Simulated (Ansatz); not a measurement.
**Run report: C2H7ClGe, geometry relaxation (part 1 of 2)**

C2H7ClGe, computed with RKS B3LYP-D4/def2-SVP (Ansatz 0.2.0).

The input holds or restrains some coordinates. It belongs to a series of runs on one base structure; here: pulled along the bonds that form and break, towards end A.

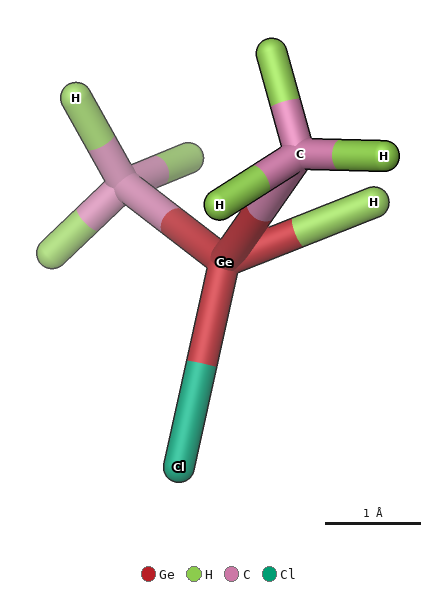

*The structure as given in the input (stick view, seen at an oblique angle). Sticks mark near contacts.*

Bond lengths as drawn: Cl–Ge 2.22 Å, C–Ge 1.96 to 2.16 Å, C–H 1.11 Å and Ge–H 1.75 Å.

## Key numbers

| quantity | value |
| --- | --- |
| outcome | converged under the restraints of the input |
| total energy | −71219.8289 eV |
| mean-field energy | −71219.4713 eV |
| largest force (length of the vector) at the end, held atoms and coordinates included | 1.355 eV/Å |
| hardware | 4 threads of Arm Neoverse V2, 24 GiB of memory available, shared host |
| wall time | 23 s (CPU time 83 s) |
| peak memory | 0.28 GiB |

## Input
```yaml
crystal:
  periodic: [false, false, false]
  atoms:
    - { symbol: Ge, position_ang: [0.0, 0.0, 0.0] }
    - { symbol: H, position_ang: [0.8769, 0.0, 1.5144] }
    - { symbol: C, position_ang: [2.0813, 0.0, 0.578] }
    - { symbol: H, position_ang: [2.429, -1.0463, 0.4498] }
    - { symbol: H, position_ang: [2.1298, 0.5276, -0.3974] }
    - { symbol: H, position_ang: [2.7332, 0.5187, 1.3114] }
    - { symbol: Cl, position_ang: [-1.0456, 1.8115, -0.7393] }
    - { symbol: C, position_ang: [-0.9232, -1.5994, -0.6527] }
    - { symbol: H, position_ang: [-1.4228, -2.1111, 0.1962] }
    - { symbol: H, position_ang: [-1.6833, -1.3066, -1.4068] }
    - { symbol: H, position_ang: [-0.1873, -2.288, -1.1178] }
basis:
  gaussian: { orbitals: def2-SVP }
hamiltonian:
  xc: b3lyp
  dispersion: d4
relax:
  f_tol: 0.15
  max_steps: 25
  restrain:
    - { distance: [1, 2], at: 2.31, k: 30.0 }
    - { distance: [0, 1], at: 1.55, k: 30.0 }
    - { distance: [0, 2], at: 1.96, k: 30.0 }
```

Launched with:
```bash
ansatz run input.yaml --threads 4 --pin off --max-ram 5120MiB --backend cpu --events-out ev --progress --plain --runs-dir out
```

## The program's output
```
The last accepted step is kept in [file] (removed where the run ends without a failure and the disk answers)
Engine: ansatz 0.2.0, aarch64-unknown-linux-gnu
Functional definition: B3LYP
  parameter a0 = 0.2
  parameter ax = 0.72
  parameter ac = 0.81
  exchange = (1 - a0 - ax)*slater_x + ax*b88_x + a0*exact_x
  correlation = (1 - ac)*vwn_rpa_c + ac*lyp_c
1218 factors; integrals over basis functions are off by at most 3.7e-4 eV
mean field evaluation 1: about -71203.5155 eV, gradient 6.6e1 eV
mean field evaluation 2: about -71190.5918 eV, gradient 9.1e1 eV
mean field evaluation 4: about -71214.4903 eV, gradient 1.1e1 eV
mean field evaluation 8: about -71214.8755 eV, gradient 2.5e-1 eV
mean field evaluation 16: about -71214.8758 eV, gradient 1.6e-4 eV
mean field -71214.87579192 eV, -2617.0984141764 hartree, gradient 3.4e-5 eV, S^2 0.000000; 0 other end points of the search recorded, 0 dependent functions left out
the calculation of the forces begins
reference -71214.87605260 eV, -2617.0984237564 hartree; 34, 34 occupied and 79, 79 virtual orbitals, 1218 factors
relax step   1: F+E_penalty+E_count = -71215.22096701 eV  Δ(F+E_penalty+E_count) = +0.000e0 eV  max|allowed force component| = 3.625e0 eV/Å  E_restraint = 10.42965944 eV  max|allowed force component, restraints' pulls added| = 2.456e1 eV/Å  Δτ_max = 0.0000 Å  (29 SCF iters, accepted)
  distance H 1 - C 2 = 1.5256 Å
  distance Ge 0 - H 1 = 1.7500 Å
  distance Ge 0 - C 2 = 2.1601 Å
these checks for a lower state are left out or cut short: starts, cluster_reference, orbital_swaps, neighbouring_geometries, increment
1218 factors; integrals over basis functions are off by at most 3.9e-4 eV
mean field -71216.25716735 eV, -2617.1491787872 hartree, gradient 1.2e-5 eV, S^2 0.000000; 0 other end points of the search recorded, 0 dependent functions left out
[... from here on the field's lines of each further geometry are left out, up to the last ...]
relax step   2: F+E_penalty+E_count = -71216.59814031 eV  Δ(F+E_penalty+E_count) = -1.377e0 eV  max|allowed force component| = 3.380e0 eV/Å  E_restraint = 3.94234140 eV  max|allowed force component, restraints' pulls added| = 1.572e1 eV/Å  Δτ_max = 0.1949 Å  (31 SCF iters, accepted)
relax step   3: F+E_penalty+E_count = -71217.72687298 eV  Δ(F+E_penalty+E_count) = -1.129e0 eV  max|allowed force component| = 2.629e0 eV/Å  E_restraint = 0.81720654 eV  max|allowed force component, restraints' pulls added| = 7.512e0 eV/Å  Δτ_max = 0.1949 Å  (29 SCF iters, accepted)
relax step   4: F+E_penalty+E_count = -71219.00173229 eV  Δ(F+E_penalty+E_count) = -1.275e0 eV  max|allowed force component| = 1.869e0 eV/Å  E_restraint = 0.02721445 eV  max|allowed force component, restraints' pulls added| = 2.140e0 eV/Å  Δτ_max = 0.1932 Å  (27 SCF iters, accepted)
relax step   5: F+E_penalty+E_count = -71219.67289643 eV  Δ(F+E_penalty+E_count) = -6.712e-1 eV  max|allowed force component| = 1.435e0 eV/Å  E_restraint = 0.04195845 eV  max|allowed force component, restraints' pulls added| = 5.071e-1 eV/Å  Δτ_max = 0.1949 Å  (26 SCF iters, accepted)
relax step   6: F+E_penalty+E_count = -71219.73865417 eV  Δ(F+E_penalty+E_count) = -6.576e-2 eV  max|allowed force component| = 1.316e0 eV/Å  E_restraint = 0.05188031 eV  max|allowed force component, restraints' pulls added| = 3.103e-1 eV/Å  Δτ_max = 0.1515 Å  (27 SCF iters, accepted)
relax step   7: F+E_penalty+E_count = -71219.78788939 eV  Δ(F+E_penalty+E_count) = -4.924e-2 eV  max|allowed force component| = 1.227e0 eV/Å  E_restraint = 0.06936120 eV  max|allowed force component, restraints' pulls added| = 4.161e-1 eV/Å  Δτ_max = 0.1924 Å  (26 SCF iters, accepted)
relax step   8: F+E_penalty+E_count = -71219.80142584 eV  Δ(F+E_penalty+E_count) = -1.354e-2 eV  max|allowed force component| = 1.210e0 eV/Å  E_restraint = 0.05695966 eV  max|allowed force component, restraints' pulls added| = 1.889e-1 eV/Å  Δτ_max = 0.2000 Å  (27 SCF iters, accepted)
relax step   9: F+E_penalty+E_count = -71219.80511827 eV  Δ(F+E_penalty+E_count) = -3.692e-3 eV  max|allowed force component| = 1.211e0 eV/Å  E_restraint = 0.05047255 eV  max|allowed force component, restraints' pulls added| = 4.746e-2 eV/Å  Δτ_max = 0.1401 Å  (24 SCF iters, accepted)
relax step  10: F+E_penalty+E_count = -71219.79015906 eV  Δ(F+E_penalty+E_count) = +1.496e-2 eV  max|allowed force component| = 1.194e0 eV/Å  E_restraint = 0.04996563 eV  max|allowed force component, restraints' pulls added| = 6.329e-1 eV/Å  Δτ_max = 0.1951 Å  (26 SCF iters, rejected (line search))
relax step  11: F+E_penalty+E_count = -71219.80923116 eV  Δ(F+E_penalty+E_count) = -4.113e-3 eV  max|allowed force component| = 1.201e0 eV/Å  E_restraint = 0.04931894 eV  max|allowed force component, restraints' pulls added| = 8.552e-2 eV/Å  Δτ_max = 0.0930 Å  (24 SCF iters, accepted)
relax step  12: F+E_penalty+E_count = -71219.81277438 eV  Δ(F+E_penalty+E_count) = -3.543e-3 eV  max|allowed force component| = 1.196e0 eV/Å  E_restraint = 0.04973193 eV  max|allowed force component, restraints' pulls added| = 2.196e-1 eV/Å  Δτ_max = 0.0975 Å  (24 SCF iters, accepted)
relax step  13: F+E_penalty+E_count = -71219.81733330 eV  Δ(F+E_penalty+E_count) = -4.559e-3 eV  max|allowed force component| = 1.190e0 eV/Å  E_restraint = 0.04914227 eV  max|allowed force component, restraints' pulls added| = 1.874e-1 eV/Å  Δτ_max = 0.0779 Å  (24 SCF iters, accepted)
relax step  14: F+E_penalty+E_count = -71219.82031175 eV  Δ(F+E_penalty+E_count) = -2.978e-3 eV  max|allowed force component| = 1.192e0 eV/Å  E_restraint = 0.05060070 eV  max|allowed force component, restraints' pulls added| = 2.862e-1 eV/Å  Δτ_max = 0.1347 Å  (24 SCF iters, accepted)
the calculation of the forces begins
reference -71219.47125452 eV, -2617.2672943123 hartree; 34, 34 occupied and 79, 79 virtual orbitals, 1218 factors
relax step  15: F+E_penalty+E_count = -71219.82867512 eV  Δ(F+E_penalty+E_count) = -8.363e-3 eV  max|allowed force component| = 1.167e0 eV/Å  E_restraint = 0.05116281 eV  max|allowed force component, restraints' pulls added| = 2.548e-2 eV/Å  Δτ_max = 0.0646 Å  (24 SCF iters, accepted)
  distance H 1 - C 2 = 2.3629 Å
  distance Ge 0 - H 1 = 1.5328 Å
  distance Ge 0 - C 2 = 1.9422 Å
```

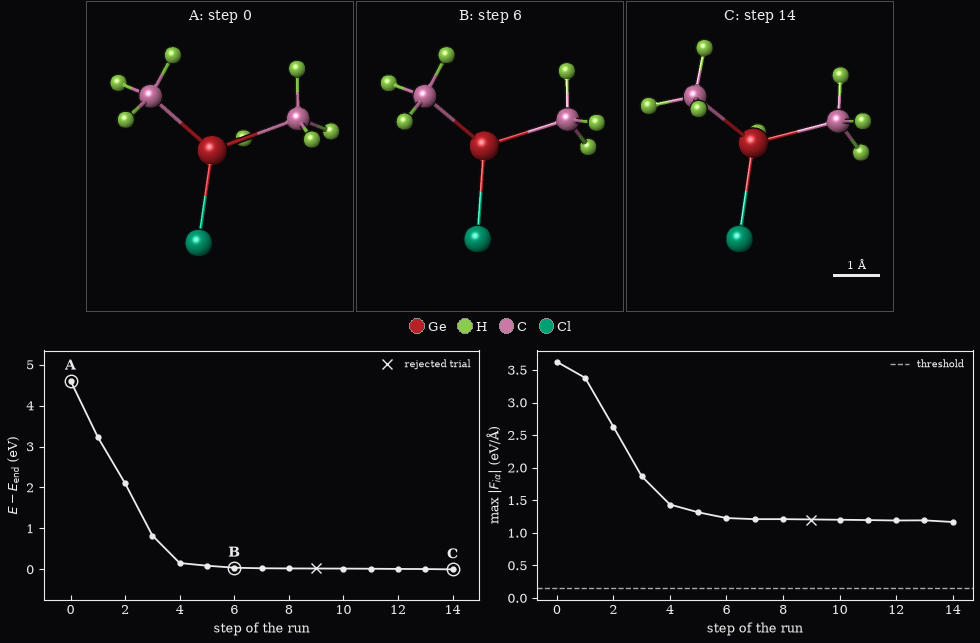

*Frames of the restrained relaxation (ball-and-stick view, seen at a tilt) above the curves, on which the letters mark them (the first geometry is step 0 here and step 1 in the log).*

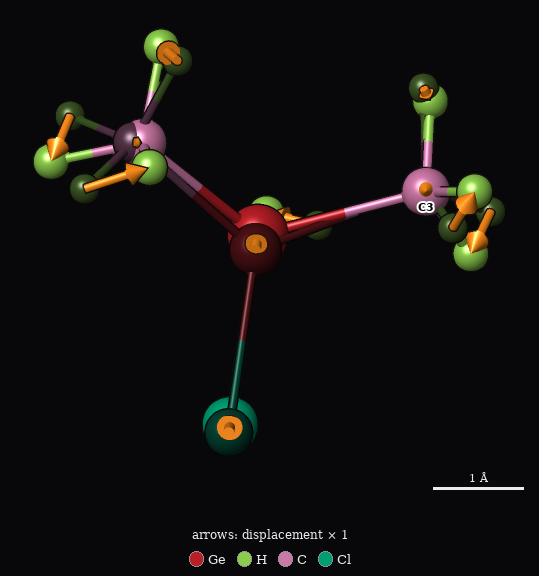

*Start (faint) and end (solid) with the displacements as orange arrows, at true length (ball-and-stick view, seen at a tilt). The two geometries are laid on each other by the best rigid fit.*

The largest move after the best rigid fit is that of H10, 0.79 Å. Largest moves by element: H 0.79 Å, Cl 0.72 Å, C 0.44 Å, Ge 0.37 Å. Among the contacts that change: Ge1–C3 2.160 → 1.942 Å, Ge1–H2 1.750 → 1.533 Å, Ge1–Cl7 2.218 → 2.185 Å, Ge1–C8 1.959 → 1.949 Å. Among the angles that change: H2–Ge1–C3 44.4° → 84.8°, Ge1–C3–H5 78.9° → 119.1°, Ge1–C3–H6 138.0° → 106.1°. Over 14 geometry steps the energy falls by 4.608 eV. The largest force component goes from 3.6 to 1.2 eV/Å. The line search rejected the trial step at point 9 (counted from 0) and went back. (Atoms are counted from 1 in the order of the input.)

```
1218 factors; integrals over basis functions are off by at most 5.4e-4 eV
mean field -71219.47099532 eV, -2617.2672847866 hartree, gradient 5.4e-5 eV, S^2 0.000000; 1 other end points of the search recorded, 0 dependent functions left out
the calculation of the forces begins
reference -71219.47125452 eV, -2617.2672943123 hartree; 34, 34 occupied and 79, 79 virtual orbitals, 1218 factors
Total energy: -71219.82893432 eV, -2617.2804388025 hartree
Atom 0 at     0.107269    -0.143398     0.330349 Å, force     0.617059    -0.011197     0.450588 eV/Å
Atom 1 at     0.414987    -0.319141     1.821641 Å, force    -1.166959    -0.216199     0.654347 eV/Å
Atom 2 at     2.029144     0.060262     0.138253 Å, force     0.565033     0.194356    -1.076318 eV/Å
Atom 3 at     2.467076    -0.866466     0.544173 Å, force     0.000349     0.006082    -0.002416 eV/Å
Atom 4 at     2.451227     0.242039    -0.862487 Å, force    -0.003904    -0.000263    -0.000822 eV/Å
Atom 5 at     2.315196     0.892759     0.797919 Å, force     0.000258    -0.001976    -0.001691 eV/Å
Atom 6 at    -0.959352     1.731480    -0.016669 Å, force    -0.018946     0.020815    -0.018710 eV/Å
Atom 7 at    -0.826396    -1.568308    -0.616804 Å, force     0.006710     0.006324    -0.007539 eV/Å
Atom 8 at    -1.822307    -1.728596    -0.179851 Å, force    -0.002403     0.008797    -0.001187 eV/Å
Atom 9 at    -0.943334    -1.293767    -1.675238 Å, force     0.005496    -0.005373     0.000848 eV/Å
Atom 10 at    -0.245512    -2.500464    -0.545486 Å, force    -0.002693    -0.001367     0.002901 eV/Å
Dipole moment:     0.164058    -0.463971    -0.100389 e Å
```

## Trajectory as extended XYZ (Å, eV, eV/Å), 15 frames, from step=1 to step=15
```
11
Properties=species:S:1:pos:R:3:forces:R:3 step=1 energy=-71215.22097
Ge    0.0000    0.0000    0.0000   -0.4859   0.1346   3.6249
H     0.8769    0.0000    1.5144   -2.9712   0.2286  -0.3469
C     2.0813    0.0000    0.5780    1.6279  -0.3152  -3.5288
H     2.4290   -1.0463    0.4498   -0.0766   0.3657  -0.1546
H     2.1298    0.5276   -0.3974    1.7250  -0.0268   0.2963
H     2.7332    0.5187    1.3114   -1.1396   0.1435   0.2367
Cl   -1.0456    1.8115   -0.7393    0.7655  -0.1840   0.0397
C    -0.9232   -1.5994   -0.6527    0.3212  -0.8076  -0.2158
H    -1.4228   -2.1111    0.1962    0.2030   0.2476  -0.2918
H    -1.6833   -1.3066   -1.4068    0.3732   0.1164   0.2768
H    -0.1873   -2.2880   -1.1178   -0.3425   0.0970   0.0636
```
